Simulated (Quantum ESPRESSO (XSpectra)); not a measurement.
The core hole at the O K edge of SiO₂ (P3₁21)

```xyz
9
Lattice="4.9150 0.0000 0.0000 -2.4575 4.2565 0.0000 0.0000 0.0000 5.4313" Properties=species:S:1:pos:R:3 pbc="T T T"
Si     1.3051     2.2606     0.0000
Si     2.3047     0.0000     1.8104
Si    -1.1523     1.9959     3.6209
O      0.3073     1.7596     4.2630
O      0.7800     3.6428     0.6421
O     -1.0873     3.1106     2.4525
O      1.3702     1.1459     1.1683
O      2.7648     2.4969     4.7892
O      3.2375     0.6137     2.9788
```

Geometry: Materials Project entry mp-7000 (a computed structure). The cell is the entry's, not relaxed again.

Absorber: atom 4, O on Wyckoff site c (site symmetry 1), with 1 Si at 1.61 Å, 1 Si at 1.62 Å.

All values are from Quantum ESPRESSO (XSpectra) (LDA, no, half or full core hole, dipole K-edge X-ray absorption, plane waves, Troullier-Martins potentials made with ld1.x, scalar-relativistic, no spin, constant broadening).

Full-hole run: 27-atom cell (absorber images 7.3 Å apart), 70 Ry, k meshes 2×2×2 (SCF) and 3×3×3 (spectrum), Lorentzian half width 0.5 eV. The ground-state test found a gap, so occupations are fixed and the excited electron is left out (charged cell on a uniform background); energies count from the highest occupied level. Field directions run: x; y; z, weighted by the site's symmetry in the crystal. Intensities are scaled to a mean of 1 over 0–35 eV.

The half-hole run shares these settings; the run without a hole takes the primitive cell with a 5×5×4 mesh.

```
core hole              mean 0–10 eV  mean 10–20 eV  mean 20–30 eV  highest value below 30 eV
---------------------  ------------  -------------  -------------  -------------------------
none (primitive cell)          0.36           1.71           0.88                        2.8
half                           0.65           1.45           0.87                        2.8
full                           1.08           1.03           0.91                        3.9
```

From no hole to a full hole the mean over the first 10 eV goes from 0.36 through 0.65 to 1.08: the hole pulls absorption towards the edge. The cell size was not varied. Each run counts from its own energy zero.

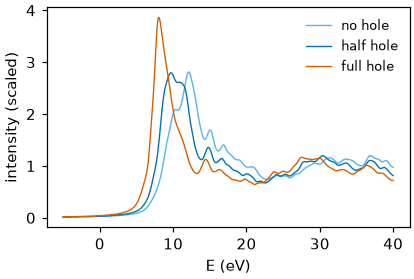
Figure: The three spectra
